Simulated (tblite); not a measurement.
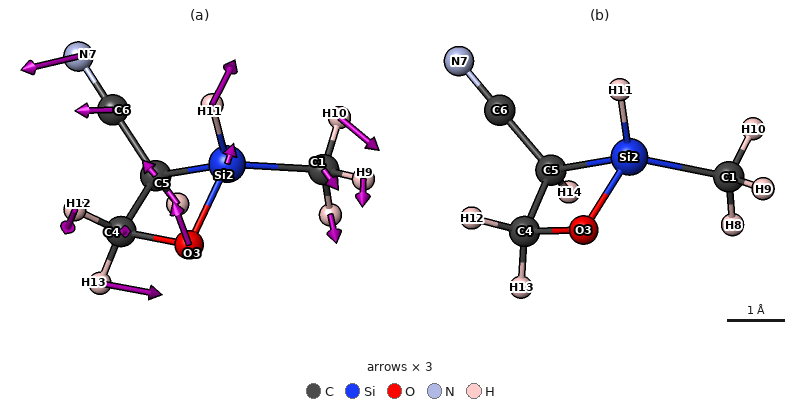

The structure of C₄H₇NOSi before (left) and after (right) a relaxation, at one scale. The purple arrows give the displacements, 3 times their true length.

The picture is a ball-and-stick view, seen at a tilt.

All numbers below come from GFN2-xTB geometry optimisation, gas phase in tblite 0.8.0. 

Q: Describe what moved and what it gained.

A: The energy falls by 8.09 kcal/mol in 59 geometry steps. The atom that moves furthest after the best rigid fit is N7 (0.41 Å). By element the largest moves are N 0.41 Å, H 0.39 Å, O 0.30 Å, C 0.24 Å, Si 0.14 Å. Among the contacts that change: Si2–C5 1.844 → 1.939 Å, C1–Si2 1.829 → 1.888 Å, O3–C4 1.473 → 1.429 Å, Si2–H11 1.490 → 1.459 Å. Bond angles that change, for instance: Si2–O3–C4 92.3° → 97.5°, C6–C5–H14 113.9° → 110.1°, H12–C4–H13 105.9° → 109.6°.
